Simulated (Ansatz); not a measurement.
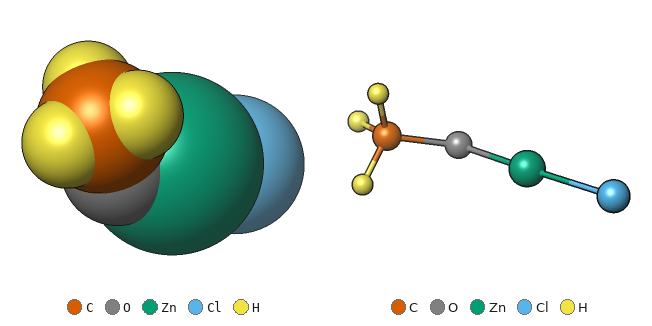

Both panels show the same species.

Computed geometry: PBE0-D4/def2-TZVP optimisation.

> Give the formula.

CH3ClOZn, 7 atoms: 1 carbon, 3 hydrogen, 1 chlorine, 1 oxygen and 1 zinc.

> How many sets of symmetry-equivalent atoms are there?

6: 1 C, 1 O, 1 Zn, 1 Cl, 1 H, 2 H.

> Count the bonded pairs by element.

3 C–H, 1 C–O, 1 O–Zn, 1 Cl–Zn.

> What is the point group of this geometry?

Cs.

More results for the same structure follow; atom numbers are the same in all pictures, views and colours differ.

## Levels of theory compared

Program: Ansatz 0.2.0.

Tabulate HOMO energy (eV), HOMO–LUMO gap (eV), dipole (D) at these levels: B3LYP-D4/def2-TZVPP; PBE-D4/def2-TZVPP; r2SCAN-D4/def2-TZVPP; ωB97M-V/def2-TZVPP.

| level | HOMO energy (eV) | HOMO–LUMO gap (eV) | dipole (D) |
| --- | --- | --- | --- |
| B3LYP-D4/def2-TZVPP | −7.51 | 5.89 | 1.49 |
| PBE-D4/def2-TZVPP | −6.23 | 4.02 | 1.48 |
| r2SCAN-D4/def2-TZVPP | −6.52 | 4.61 | 1.52 |
| ωB97M-V/def2-TZVPP | −10.14 | 10.54 | 1.47 |

## Thermal motion

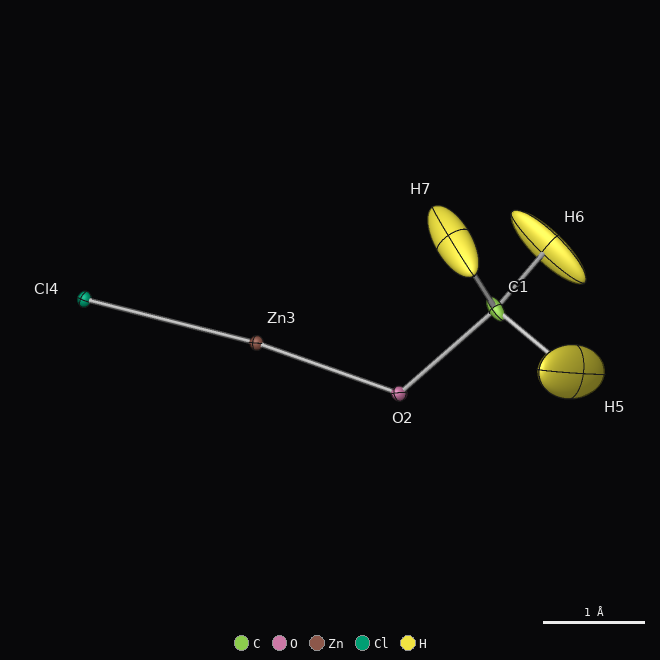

Displacement ellipsoids at the 50 % level, from the internal vibrations of the free molecule (harmonic, no overall translation or rotation; no half-axis is drawn under 0.075 Å). Vibrations computed with RKS PBE0-D4/def2-TZVP (Ansatz 0.2.0). Temperature: 100 K.

> Which atom moves most?

H5, with U_eq = 0.0620 Å².

> Does H6 move more along its bond or across it?

Across it: the root-mean-square amplitude is 0.091 Å along the bond and up to 0.330 Å across, since bending and torsion are softer than stretching.

List U_eq and the three principal root-mean-square amplitudes for each kind of atom.

| atom | U_eq (Å²) | rms amplitudes (Å) |
| --- | --- | --- |
| C1 | 0.0043 | 0.044, 0.045, 0.094 |
| O2 | 0.0026 | 0.037, 0.049, 0.064 |
| Zn3 | 0.0013 | 0.016, 0.039, 0.046 |
| Cl4 | 0.0018 | 0.030, 0.040, 0.053 |
| H5 | 0.0620 | 0.093, 0.176, 0.383 |
| H6, H7 | 0.0432 | 0.080, 0.120, 0.330 |

## Vibrations

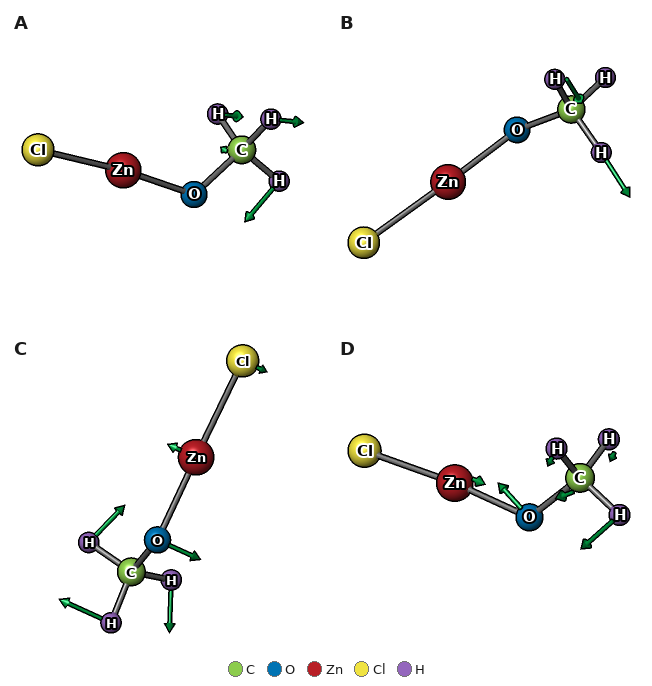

4 normal modes of one molecule or complex, as arrows. Harmonic vibrations computed with RKS PBE0-D4/def2-TZVP (Ansatz 0.2.0) at a stationary point of the same level.

> Match the panels to the wavenumbers 141 cm⁻¹, 627 cm⁻¹, 1196 cm⁻¹, 3043 cm⁻¹.

A: 1196 cm⁻¹, H–C–O bending
B: 3043 cm⁻¹, out-of-phase stretching of 2 C–H bonds
C: 141 cm⁻¹
D: 627 cm⁻¹, Zn–O stretching
